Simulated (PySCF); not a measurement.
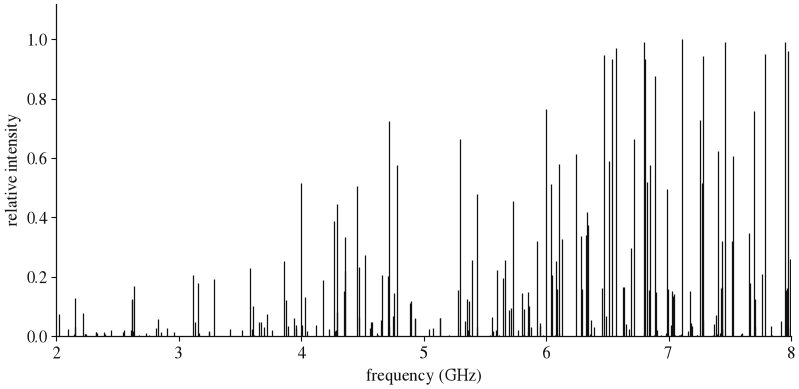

Simulated rotational absorption lines between 2 and 8 GHz at 10 K: rigid rotor with the equilibrium constants and dipole of one optimised conformer (PBE0-D3(BJ)/def2-SVP, PySCF), commonest isotopes; no centrifugal distortion, hyperfine structure, internal rotation or nuclear-spin weights; lines within 1 MHz of each other are summed.

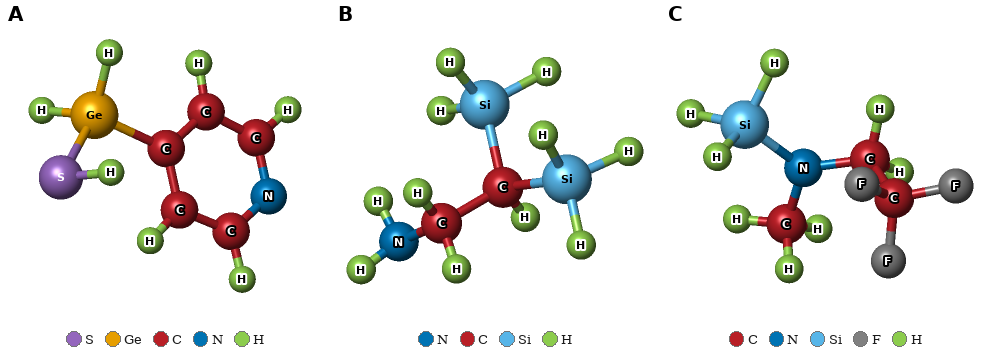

> Which molecule gives this spectrum? The candidates are drawn in the second picture.

Structure C, C₃H₈F₃NSi, SMILES CN([SiH3])CC(F)(F)F. Rotational constants A, B, C = 2.755, 1.126, 0.9693 GHz, |μa|, |μb|, |μc| = 1.05, 1.05, 1.09 D.

Caveats: coarse grid, loose stop and no frequency check, small forces are noise and the end may be a saddle.
